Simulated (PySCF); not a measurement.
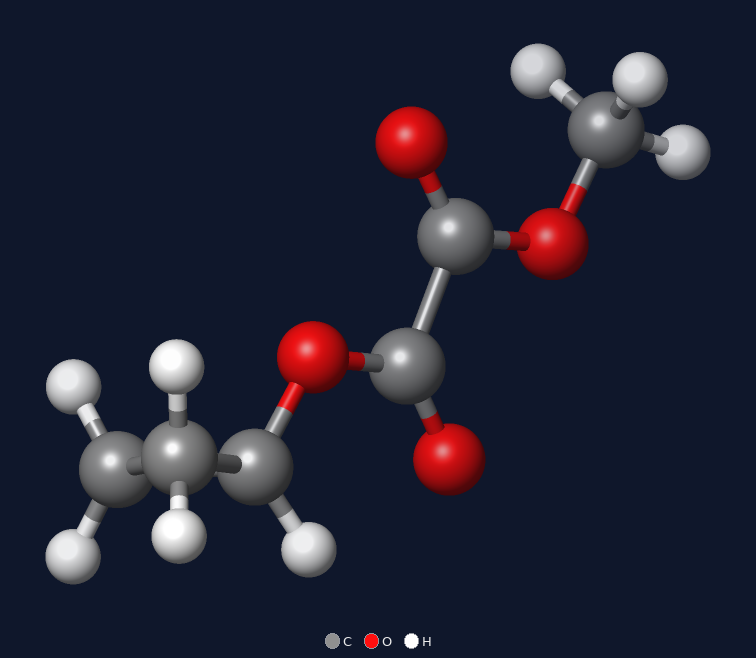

A ball-and-stick model of a molecule.

Identify the structure.

It has 18 atoms: 6 carbon, 8 hydrogen and 4 oxygen (C6H8O4). As SMILES it reads `COC(=O)C(=O)OC1CC1`. Independent rings (smallest set): 1 of 3 members. Among its groups: ester. Coordination, clear cases only: 1 C tetrahedral; 2 O bent; 2 C trigonal planar.

More results for the same structure follow; atom numbers are the same in all pictures, views and colours differ. The computed structure is the end point of a PBE0-D3(BJ)/def2-SVP optimisation. No frequency run is at hand to confirm it as a minimum.

Excitation

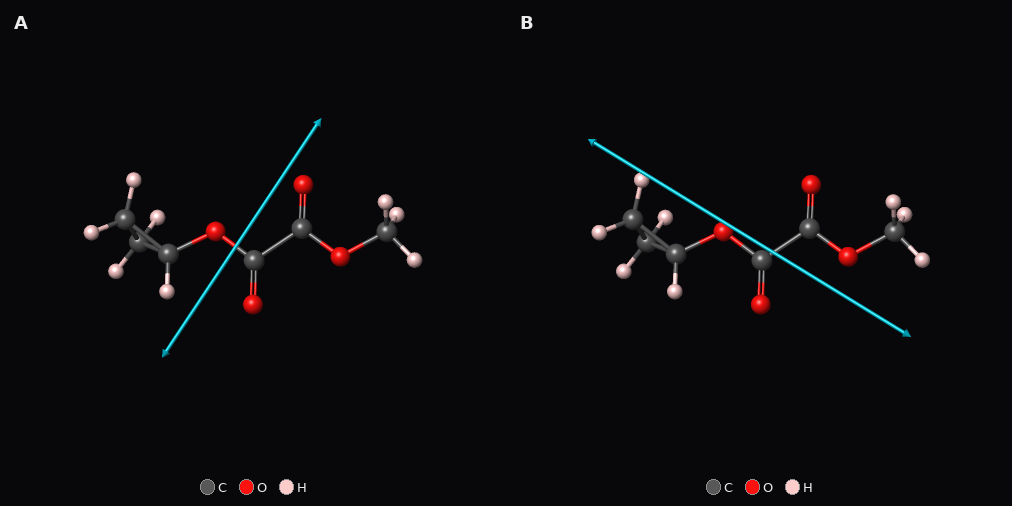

The double arrows show the directions of two transition dipoles from the ground state (lengths mean nothing). No frequency run is at hand to confirm it as a minimum. Method: TDDFT CAM-B3LYP/def2-SVPD, vertical, gas phase, core orbitals frozen in the response (PySCF 2.14.0).

> One belongs to singlet state 4 and one to singlet state 9. Which is which?

A: state 9, 8.15 eV (152 nm), oscillator strength 0.032, of mixed character, with the largest part HOMO−8 → LUMO (weight 0.35).
B: state 4, 6.99 eV (177 nm), oscillator strength 0.11, mainly HOMO−3 → LUMO (weight 0.96).

Quadrupole coupling

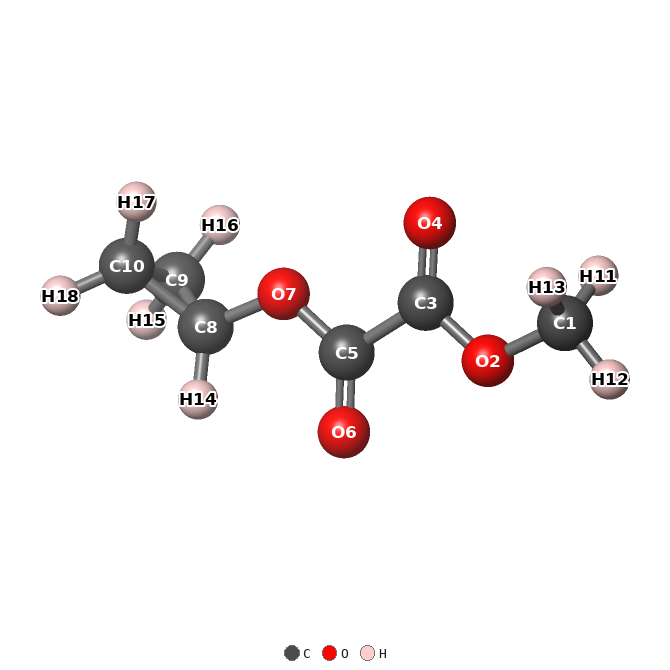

No frequency run is at hand to confirm it as a minimum. Electric field gradients from the ground-state density, PBE0/pcSseg-1 in dimethylsulfoxide (IEF-PCM) (PySCF 2.14.0), non-relativistic apart from any core potentials.

Give the largest field-gradient component, the quadrupole coupling constant and the asymmetry for 17O at O2 (Q = −25.6 mb), 17O at O4 (Q = −25.6 mb), 17O at O6 (Q = −25.6 mb), 17O at O7 (Q = −25.6 mb).

| atom | V_zz (a.u.) | e²qQ/h (MHz) | η |
| --- | --- | --- | --- |
| O2 | 1.645 | −9.90 | 0.27 |
| O4 | −1.640 | 9.87 | 0.21 |
| O6 | −1.605 | 9.65 | 0.17 |
| O7 | 1.641 | −9.87 | 0.25 |

NMR shielding

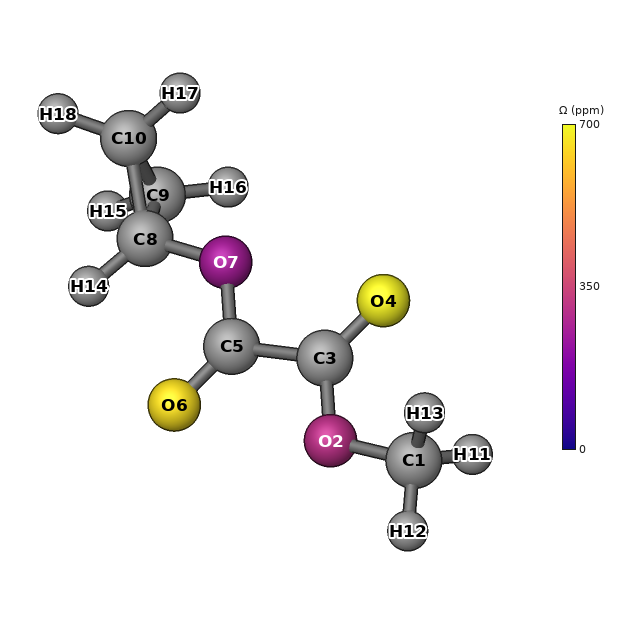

The O atoms are coloured by the span of their shielding tensor. No frequency run is at hand to confirm it as a minimum. Level of theory: GIAO PBE0/pcSseg-1 NMR shielding, non-relativistic, gas phase (PySCF 2.14.0). Principal shieldings σ11 ≤ σ22 ≤ σ33, span Ω = σ33 − σ11, skew κ = 3(σiso − σ22)/Ω.

Give the shielding tensors of the O atoms.

```
atom     σ11     σ22    σ33    σiso      Ω      κ
  O2   −51.6   223.7  253.3   141.8  304.9  −0.81
  O4  −358.2  −279.8  327.2  −103.6  685.4   0.77
  O6  −331.7  −257.5  324.9   −88.1  656.6   0.77
  O7   −51.8   177.6  203.4   109.7  255.2  −0.80
```

Shieldings and span in ppm.
